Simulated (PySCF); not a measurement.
## Electronic structure of C$_{3}$H$_{6}$AlClS (SMILES C=[CH][Al]([Cl])[S]C) in real space

```xyz
12

C     3.0753    0.2949    0.0766
C     1.9509    0.4877    0.7636
Al    0.1967   -0.0901    0.0672
Cl   -0.1042   -1.0204   -1.7140
S    -1.4983    0.3626    1.4164
C    -2.9740   -0.2699    0.5242
H     4.0497    0.6018    0.4348
H     3.0694   -0.1873   -0.8915
H     2.0230    0.9795    1.7331
H    -3.4436   -1.0206    1.1516
H    -3.6521    0.5640    0.3744
H    -2.6917   -0.7029   -0.4330
```

Geometry: GFN2-xTB.

Method: PySCF 2.14.0, CAM-B3LYP/def2-SVPD, SCF density, gas phase.

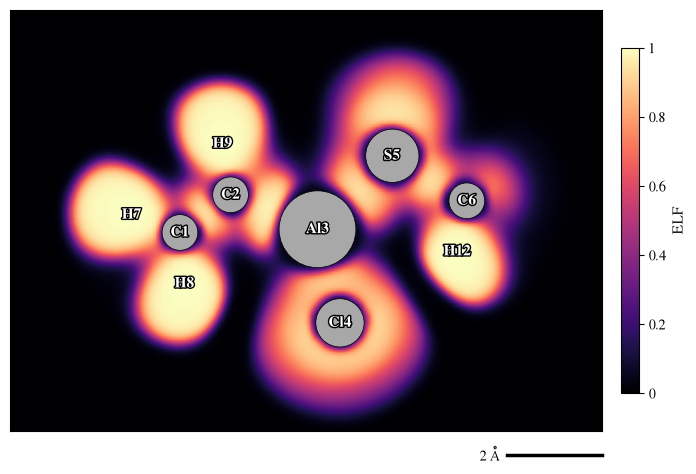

Figure 1. ELF on the plane of atoms C1, C2 and Al3. Grey discs cover the atomic cores.

Question: Read the bonding off the picture.

Answer: Atoms in the plane: C, Al, Cl, S and H.
C–C (1.33 Å): the ELF peaks at about 0.95 between the atoms (a multiple bond).
C–S (1.84 Å): the ELF peaks at about 0.95 between the atoms (localised, covalent bonding).
C–Al (1.97 Å): the ELF peaks at about 1 between the atoms, as expected for a shared but strongly polarised pair.
Al–Cl (2.03 Å): the ELF peaks at about 0.90 in the valence shell of Cl, 0.9 Å from its nucleus, and is about 0.80 at the midpoint.
Al–S (2.21 Å): the ELF peaks at about 0.95 in the valence shell of S, 1.0 Å from its nucleus, and is about 0.90 at the midpoint.
The ELF also peaks beside Cl4 and S5, away from the bonds: lone-pair regions.

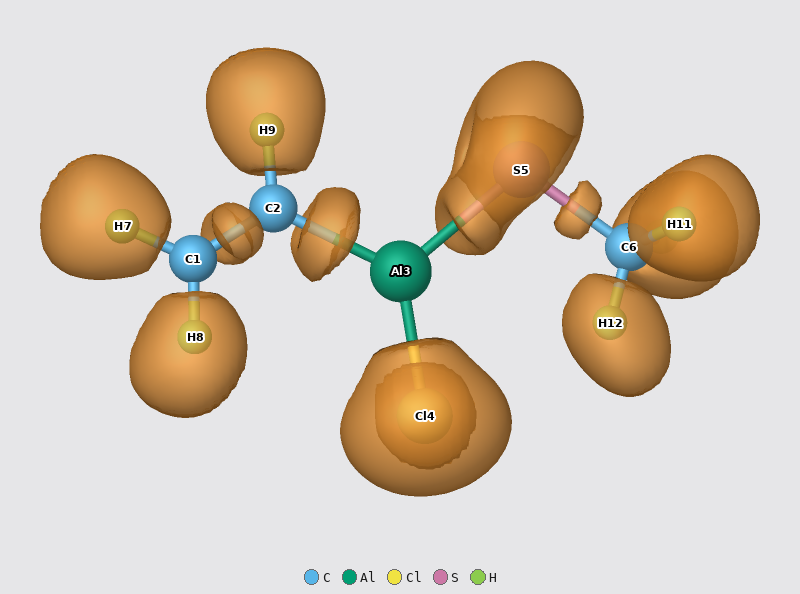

Figure 2. Isosurface of the ELF at 0.8 (orange), seen across its widest extent. Core shells and regions of very low density are left out.

Question: Describe the localisation domains.

Answer: At this value the surface marks out one region between bonded Al–C atoms (shared pairs), one region between bonded C–C atoms (shared pairs), one region between bonded C–S atoms (shared pairs), six regions around hydrogen nuclei, one region on Cl in which the atom's valence shell and bonds are merged and one region on S in which the atom's valence shell and bonds are merged.

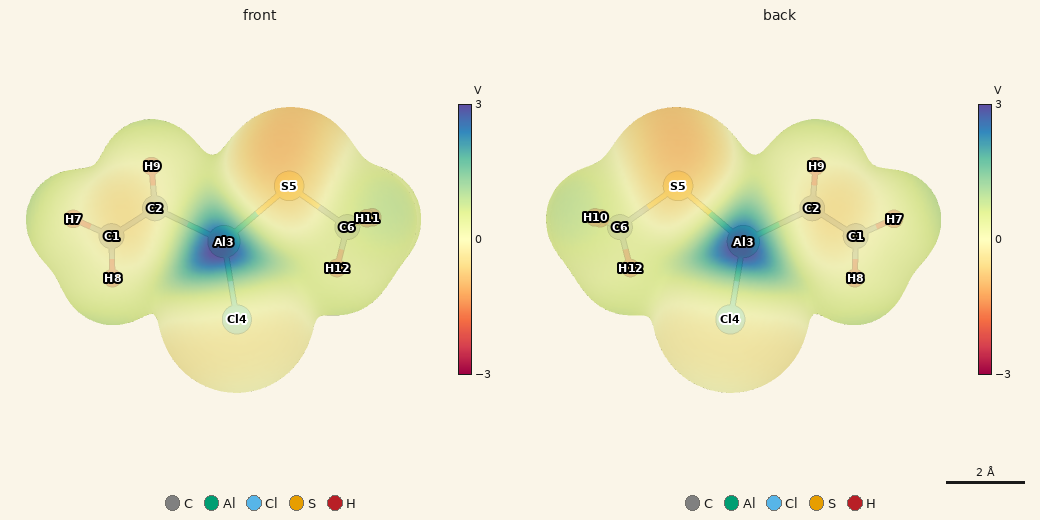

Figure 3. The molecular electrostatic potential painted on the density surface at 0.002 e/bohr³, seen from the front and from behind; red is negative and blue positive.

Question: Which sites attract a positive test charge, and which a negative one?

Answer: A positive charge is drawn to the negative regions and a negative charge to the positive ones. The most negative region (about −0.9 V) lies over S5, the most positive (about +2.9 V) over Al3.
